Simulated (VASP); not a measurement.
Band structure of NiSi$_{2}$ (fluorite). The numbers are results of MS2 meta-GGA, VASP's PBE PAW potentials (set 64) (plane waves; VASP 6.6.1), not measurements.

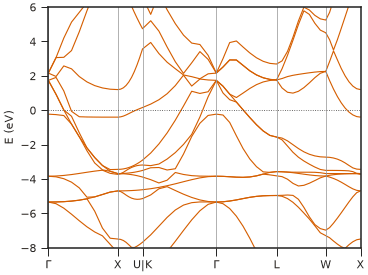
Figure: Bands along high-symmetry lines, zero at the valence-band maximum or, without a gap, the Fermi level

Task: Read the plot: is there a gap, and where are the band edges?

Result: It has no gap at this level: it comes out as a metal or semimetal.

The compound is NiSi2 in the fluorite structure. It was relaxed first. The run is not spin-polarised, so no magnetic state was tried.
